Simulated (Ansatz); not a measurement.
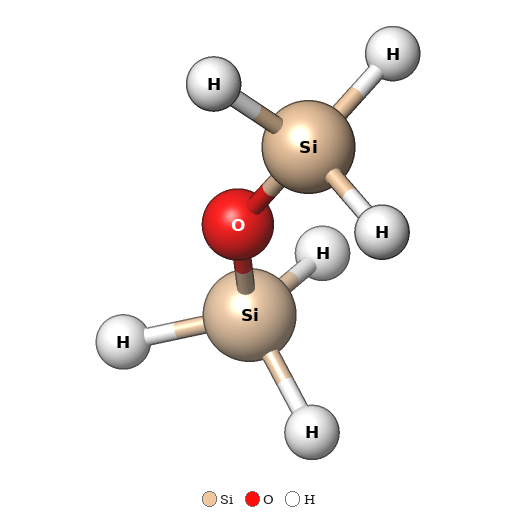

Ball-and-stick drawing of a structure.

The geometry was computed by an optimisation with PBE0-D4/def2-TZVP.

Describe the molecule.

It has 9 atoms: 6 hydrogen, 1 oxygen and 2 silicon (H6OSi2). Its SMILES string is `[SiH3]O[SiH3]`. It has no ring. Among its groups: Si–H bond, Si–O bond. Coordination: 2 Si tetrahedral; 1 O bent.
